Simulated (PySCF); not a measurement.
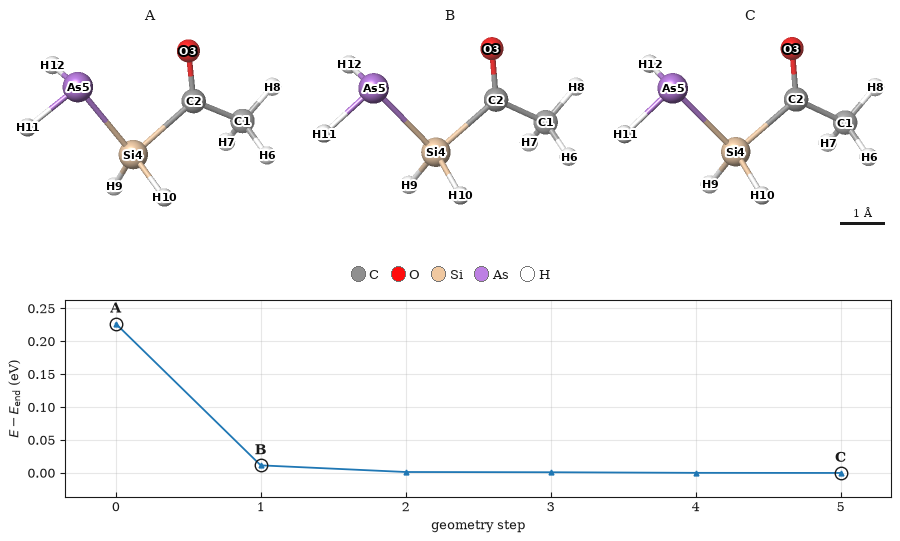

Frames of a relaxation of C2H7AsOSi, marked on the history of the run. A ball-and-stick model, seen at a tilt.

The start comes from GFN2-xTB. Its atoms were then displaced at random by about 0.01 Å.

Level of theory: PBE0-D3(BJ)/def2-SVP geometry optimisation, gas phase in PySCF. 

Question: What happens along the run?

Answer: H11 moves most after the best rigid fit: 0.17 Å. By element the largest moves are H 0.17 Å, As 0.14 Å, O 0.11 Å, Si 0.09 Å, C 0.07 Å. Among the contacts that change: Si4–As5 2.281 → 2.359 Å, Si4–H9 1.453 → 1.498 Å, As5–H11 1.490 → 1.529 Å, As5–H12 1.485 → 1.525 Å. Bond angles that change, for instance: As5–Si4–H9 123.7° → 116.1°, As5–Si4–H10 117.1° → 111.1°, C2–Si4–As5 97.1° → 102.7°. After 5 geometry steps the energy has fallen by 0.227 eV. The run took 43 s on 1 thread of Arm Neoverse V1, with other jobs on the host. From step 0 to 1: H11 moves most (0.16 Å), energy −0.215 eV. From step 1 to 5: H11 moves most (0.05 Å), energy −0.012 eV.
